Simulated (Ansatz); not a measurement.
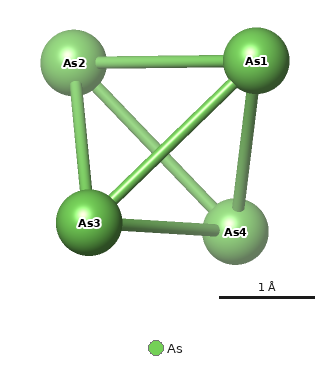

Figure 1. The structure of run A (ball-and-stick view, seen at a tilt; atoms are numbered from 1 in the order of the input).

# What a change does: geometry relaxation on As$_{4}$

System: As$_{4}$.
Method of run A: RKS r2SCAN-D4/def2-TZVPP (Ansatz 0.2.0).

Text and figures count atoms from 1; the logs count them from 0 in places.

**Input file, run A**
```yaml
crystal:
  periodic: [false, false, false]
  atoms:
    - { symbol: As, position_ang: [-1.01016629, 0.09396209, -1.11594749] }
    - { symbol: As, position_ang: [0.6909327, 1.33025794, 0.16621269] }
    - { symbol: As, position_ang: [1.02110729, -1.05864062, -0.3339783] }
    - { symbol: As, position_ang: [-0.7018037, -0.36591941, 1.28394309] }
basis:
  gaussian: { orbitals: def2-TZVPP }
hamiltonian:
  xc: r2scan
  dispersion: d4
relax:
  f_tol: 0.002
  max_steps: 150
```

Command:
```bash
ansatz run input.yaml --threads 4 --pin off --max-ram 10240MiB --backend cpu --events-out ev --progress --plain --runs-dir out
```

Hardware: 4 threads of Arm Neoverse N1, 98 GiB of memory available, shared host.

**Output, shortened to warnings, some set-up lines, iterations and results (run A)**
```
[...]
mean field evaluation 1: about -243366.7610 eV, gradient 2.2e1 eV
mean field evaluation 2: about -243366.2241 eV, gradient 2.4e1 eV
mean field evaluation 4: about -243367.5637 eV, gradient 6.8e-1 eV
mean field evaluation 8: about -243367.5510 eV, gradient 1.5e-1 eV
mean field evaluation 16: about -243367.5510 eV, gradient 5.1e-6 eV
relax step   1: F+E_penalty+E_count = -243367.59729059 eV  Δ(F+E_penalty+E_count) = +0.000e0 eV  max|allowed force component| = 6.152e-1 eV/Å  Δτ_max = 0.0000 Å  (29 SCF …
relax step   2: F+E_penalty+E_count = -243367.62518192 eV  Δ(F+E_penalty+E_count) = -2.789e-2 eV  max|allowed force component| = 1.415e-1 eV/Å  Δτ_max = 0.0249 Å  (31 SCF …
mean field evaluation 32: about -243367.5803 eV, gradient 6.1e-6 eV
relax step   3: F+E_penalty+E_count = -243367.62657868 eV  Δ(F+E_penalty+E_count) = -1.397e-3 eV  max|allowed force component| = 2.715e-3 eV/Å  Δτ_max = 0.0043 Å  (32 SCF …
relax step   4: F+E_penalty+E_count = -243367.62657921 eV  Δ(F+E_penalty+E_count) = -5.237e-7 eV  max|allowed force component| = 2.862e-6 eV/Å  Δτ_max = 0.0001 Å  (19 SCF …
1492 factors; their error is unknown
mean field -243367.58030773 eV, -8943.5936158383 hartree, gradient 2.2e-5 eV, S^2 0.000000; 1 other end points of the search recorded, 0 dependent functions left out
the calculation of the forces begins
reference -243367.58031591 eV, -8943.5936161390 hartree; 66, 66 occupied and 126, 126 virtual orbitals, 1492 factors
Total energy: -243367.62658739 eV, -8943.5953165844 hartree
Atom 0 at    -0.996393     0.092682    -1.100732 Å, force     0.000002    -0.000000     0.000002 eV/Å
Atom 1 at     0.681512     1.312121     0.163946 Å, force    -0.000002    -0.000003    -0.000000 eV/Å
Atom 2 at     1.007196    -1.044214    -0.329432 Å, force    -0.000002     0.000002     0.000001 eV/Å
Atom 3 at    -0.692244    -0.360929     1.266449 Å, force     0.000002     0.000001    -0.000003 eV/Å
Dipole moment:     0.000000    -0.000000     0.000000 e Å
```

The input of run B differs as follows (lines with − go, lines with + come):
```diff
-  xc: r2scan
+  xc: { name: B3LYP }
```

How does run B compare with run A?

The total energies belong to different methods, so their difference says nothing on which is more stable or more accurate. The functional changes from r2SCAN to B3LYP.

**Output, shortened to warnings, some set-up lines, iterations and results (run B)**
```
[...]
mean field evaluation 1: about -243371.7707 eV, gradient 2.2e1 eV
mean field evaluation 2: about -243371.6743 eV, gradient 2.0e1 eV
mean field evaluation 4: about -243372.3738 eV, gradient 6.6e-1 eV
mean field evaluation 8: about -243372.4704 eV, gradient 6.8e-2 eV
mean field evaluation 16: about -243372.4704 eV, gradient 8.7e-6 eV
relax step   1: F+E_penalty+E_count = -243372.91458155 eV  Δ(F+E_penalty+E_count) = +0.000e0 eV  max|allowed force component| = 1.889e-1 eV/Å  Δτ_max = 0.0000 Å  (29 SCF …
relax step   2: F+E_penalty+E_count = -243372.91723841 eV  Δ(F+E_penalty+E_count) = -2.657e-3 eV  max|allowed force component| = 3.745e-2 eV/Å  Δτ_max = 0.0077 Å  (32 SCF …
mean field evaluation 32: about -243372.4730 eV, gradient 1.3e-5 eV
relax step   3: F+E_penalty+E_count = -243372.91734366 eV  Δ(F+E_penalty+E_count) = -1.052e-4 eV  max|allowed force component| = 2.591e-4 eV/Å  Δτ_max = 0.0012 Å  (32 SCF …
1342 factors; integrals over basis functions are off by at most 2.0e-4 eV
mean field -243372.47296762 eV, -8943.7734177729 hartree, gradient 1.3e-5 eV, S^2 0.000000; 1 other end points of the search recorded, 0 dependent functions left out
the calculation of the forces begins
reference -243372.47319820 eV, -8943.7734262468 hartree; 66, 66 occupied and 126, 126 virtual orbitals, 1342 factors
Total energy: -243372.91757425 eV, -8943.7897567651 hartree
Atom 0 at    -1.005863     0.093563    -1.111194 Å, force    -0.000197     0.000018    -0.000217 eV/Å
Atom 1 at     0.687988     1.324592     0.165503 Å, force     0.000135     0.000259     0.000033 eV/Å
Atom 2 at     1.016767    -1.054136    -0.332563 Å, force     0.000198    -0.000206    -0.000065 eV/Å
Atom 3 at    -0.698823    -0.364358     1.278484 Å, force    -0.000136    -0.000071     0.000250 eV/Å
Dipole moment:    -0.000000     0.000000    -0.000000 e Å
```

**The two runs side by side**

| quantity | run A | run B |
| --- | --- | --- |
| outcome | converged | converged |
| total energy (hartree) | −8943.595317 | −8943.789757 |
| largest force (eV/Å) | 0.000 | 0.000 |
| basis functions | 192 | 192 |
| wall time (shared host) | 47 s | 40 s |
